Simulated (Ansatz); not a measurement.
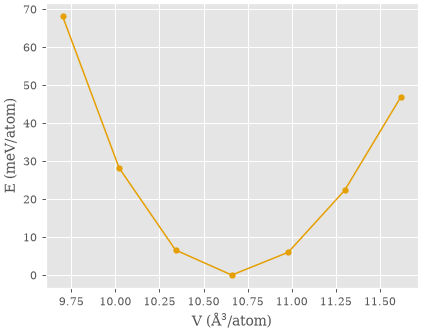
*SiNi2 in space group Pnma (No. 62; Ni on 4c, Ni on 4c, Si on 4c) under volume change, the program Ansatz at the r²SCAN level (PAW), shape and atoms relaxed at each volume.*

Task: What does a third-order Birch–Murnaghan fit give for V₀, B₀ and B′?

Result: V₀ = 10.66 Å³/atom, B₀ = 207 GPa, B′ = 5.4.

The cell was relaxed with r²SCAN under the symmetry of its start. The workflow began spin-polarised and lost its moments.

Potentials: the later of the program's two PAW sets.
